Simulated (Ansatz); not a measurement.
## Profile along the Al–Ru line in AlRu (CsCl type)

AlRu (CsCl type), conventional cell a = b = c = 3.0037 Å, α = β = γ = 90.00°. The calculation uses the primitive cell of 2 atoms, to which meshes and values per cell refer.

Fields along a shortest Al–Ru line of a {110} plane (2.60 Å), from Al to Ru, interpolated on the slice's grid (step about 0.1 Å). These are PBE (plane waves to 420 eV, PAW, scalar-relativistic; Ansatz, an electronic-structure program) values and carry that method's errors. k mesh 15×15×15. These are valence fields of a PAW run, semicore shells included where kept as valence: close to a nucleus they are smooth pseudo fields. AlRu is run without spin polarisation. AlRu was relaxed with its symmetry unable to fall.

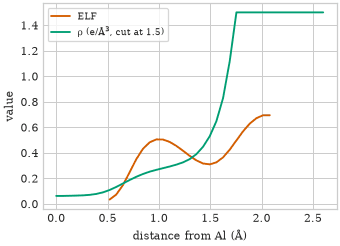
Fig. 1. ELF (away from the nuclei) and valence density from Al to Ru.

Density on the Al–Ru line (2.60 Å) at its midpoint: 0.35 e/Å³. ELF at that point: 0.4. ELF maximum in the middle third of the Al–Ru line: 0.50, 1.0 Å from Al.
